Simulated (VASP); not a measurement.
Band structure of TeW₂Se₃ (space group P3m1). Level of theory: LDA (Ceperley-Alder, Perdew-Zunger), VASP's LDA PAW potentials (set 64) (plane waves; VASP 6.6.1).

Unless said otherwise, spin-orbit coupling is left out, though it shifts the bands of the heavy elements here.

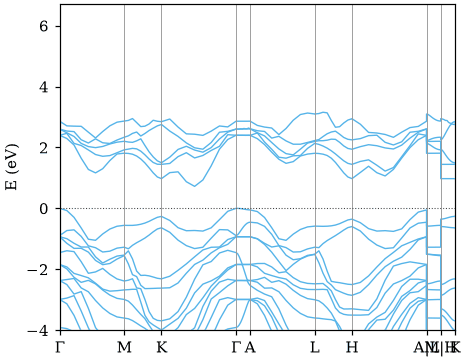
Fig. 1. Bands along high-symmetry lines, zero at the valence-band maximum or, without a gap, the Fermi level

Question: Read the plot: is there a gap, and where are the band edges?

Answer: The gap is indirect, 0.72 eV, from the valence maximum at Γ to the conduction minimum at K-Γ at 0.44. (Edges off the drawn lines would not show.)

The structure comes from a computed database's TeW2Se3 entry (P3m1); how it stands against other phases isn't given here. It was relaxed first, which changed the volume by -15 %.
